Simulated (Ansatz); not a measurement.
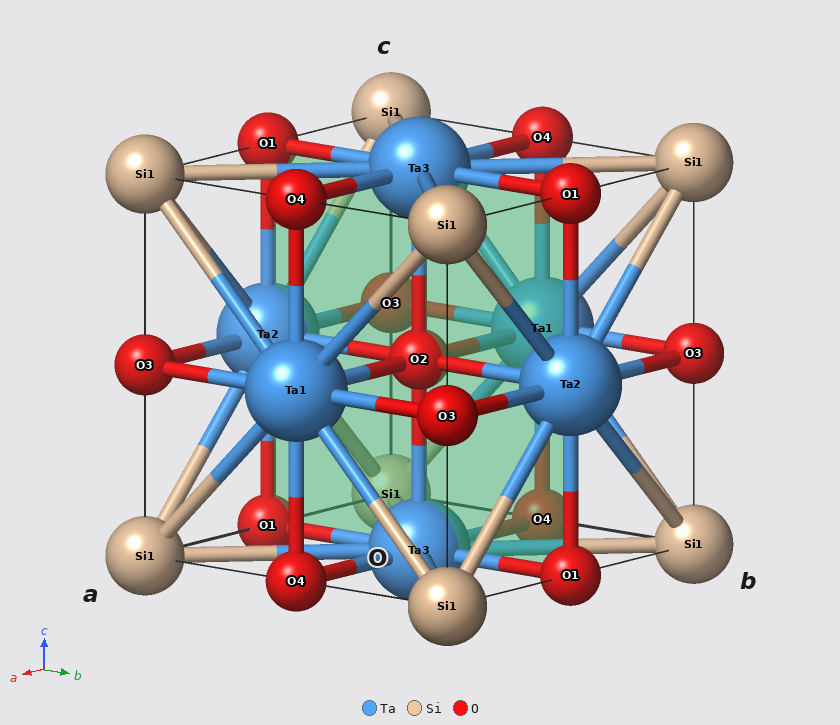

For Ta3SiO4, coordinates from a relaxation with DFT PBE, scalar-relativistic, plane waves, PAW in Ansatz; the starting structure was generated, so it need not be a known form of this composition: the shaded plane is a symmetry element of the crystal. Symmetry computed with spglib at a tolerance of 0.002 Å; standard conventional cell.

a = 4.502 Å, b = 4.502 Å, c = 4.502 Å, α = 90.00°, β = 90.00°, γ = 90.00°.

```json
{"atom": "Ta1", "x": "0.0000", "y": "0.5000", "z": "0.5000"}
{"atom": "Ta2", "x": "0.5000", "y": "0.0000", "z": "0.5000"}
{"atom": "Ta3", "x": "0.5000", "y": "0.5000", "z": "0.0000"}
{"atom": "Si1", "x": "0.0000", "y": "0.0000", "z": "0.0000"}
{"atom": "O1", "x": "0.5000", "y": "0.0000", "z": "0.0000"}
{"atom": "O2", "x": "0.5000", "y": "0.5000", "z": "0.5000"}
{"atom": "O3", "x": "0.0000", "y": "0.0000", "z": "0.5000"}
{"atom": "O4", "x": "0.0000", "y": "0.5000", "z": "0.0000"}
```

### Is it a mirror or a glide plane, and what is the operation?

It is a mirror plane, parallel to (1 0 0), through (1/2, 1/2, 1/2): x, y, z → −x+1, y, z.

### Onto which atom does it carry each atom (up to whole multiples of a, b and c)?

Ta1 → Ta1, Ta2 → Ta2, Ta3 → Ta3, Si1 → Si1, O1 → O1, O2 → O2, O3 → O3, O4 → O4.

### What is the crystal's space group?

Pm-3m, No. 221.
